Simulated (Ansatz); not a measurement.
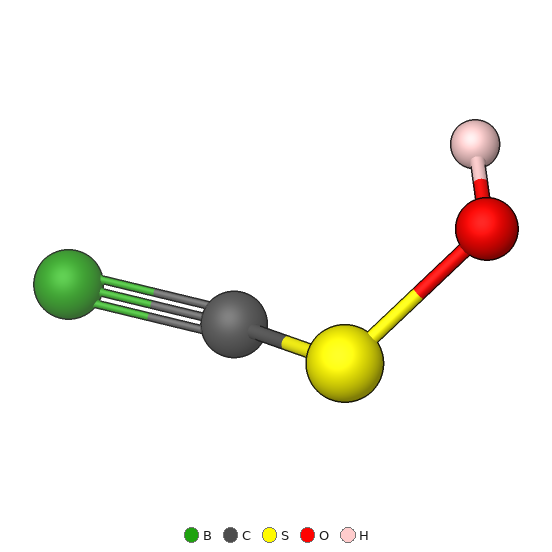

The computed structure is the end point of a PBE0-D4/def2-TZVP optimisation. No frequency run is at hand to confirm it as a minimum.

Give the structural formula.

SMILES: B#CSO

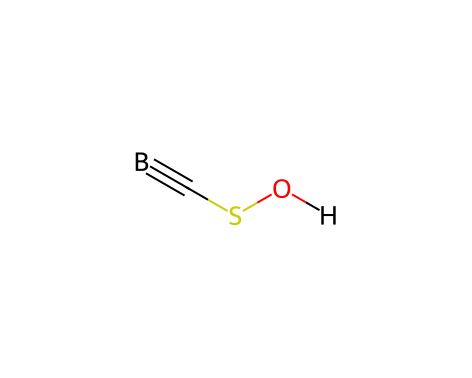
